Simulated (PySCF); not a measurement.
# C₆H₁₂N₂OSi (SMILES CN[SiH2]CCc1ncco1): what the fields show

```xyz
22

C    -3.4416   -0.1499    0.7688
N    -2.6632    0.7395   -0.0620
Si   -0.9419    0.7439   -0.1086
C    -0.4169   -1.0432   -0.5108
C     0.9193   -1.1014   -1.2587
C     1.9624   -0.3926   -0.4832
N     2.7718   -0.8983    0.3920
C     3.4852    0.1606    0.8791
C     3.0611    1.2889    0.2576
O     2.0905    0.9409   -0.6176
H    -2.9689   -1.1290    0.7764
H    -3.5193    0.2007    1.8040
H    -4.4500   -0.2520    0.3631
H    -3.1138    1.6374   -0.1491
H    -0.6453    1.6792   -1.1927
H    -0.2746    1.1603    1.1406
H    -1.1746   -1.5330   -1.1234
H    -0.3179   -1.6266    0.4057
H     0.8158   -0.6159   -2.2302
H     1.2362   -2.1359   -1.4014
H     4.2385    0.0256    1.6269
H     3.3369    2.3204    0.3219
```

Geometry: GFN2-xTB.

All numbers below come from PBE0/pcSseg-1, SCF density, gas phase, non-relativistic in PySCF 2.14.0.

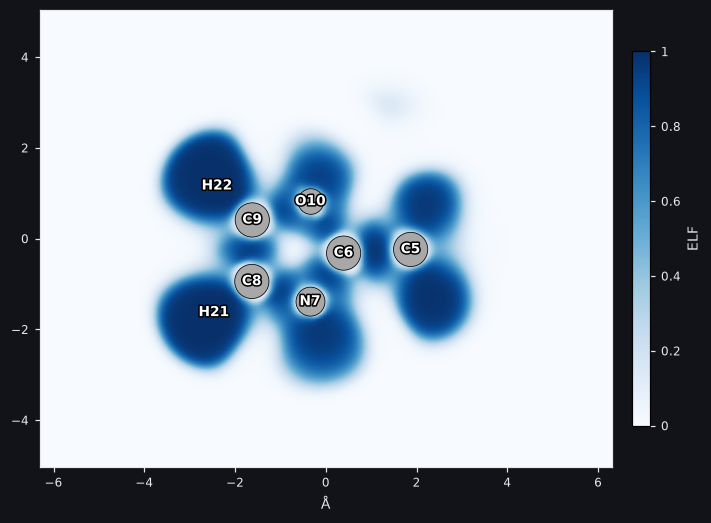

Figure 1. Electron localisation function on the plane of atoms C8, C9 and O10. Grey discs cover the atomic cores.

Read the bonding off the picture.

- The section cuts through C, N, O and H sites.
- C–N (1.29 Å): the ELF peaks at about 0.90 between the atoms (a covalent bond).
- C–O (1.35 Å): the ELF peaks at about 0.90 between the atoms, as expected for a shared but strongly polarised pair.
- C–C (1.36 Å): the ELF peaks at about 0.95 between the atoms; localised, covalent bonding.
- C–N (1.37 Å): the ELF peaks at about 0.90 between the atoms: localised, covalent bonding.
- The ELF also peaks beside N7 and O10, away from the bonds: lone-pair regions.

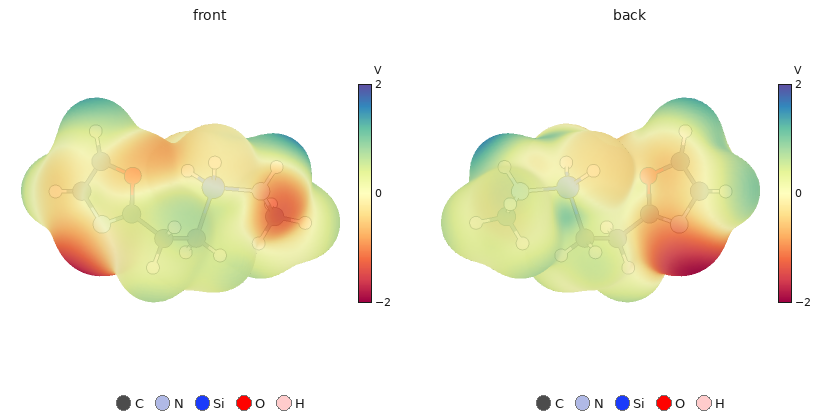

Figure 2. The electrostatic potential painted on the density surface at 0.002 e/bohr³, seen from the front and from behind; red is negative and blue positive.

Where is the surface potential most negative and most positive?

The most negative region (about −1.9 V) lies over N7, the most positive (about +1.4 V) over H14. N7 is the likeliest acceptor of a hydrogen bond.

What dipole moment does the calculation give?

Its dipole moment is 1.61 D.
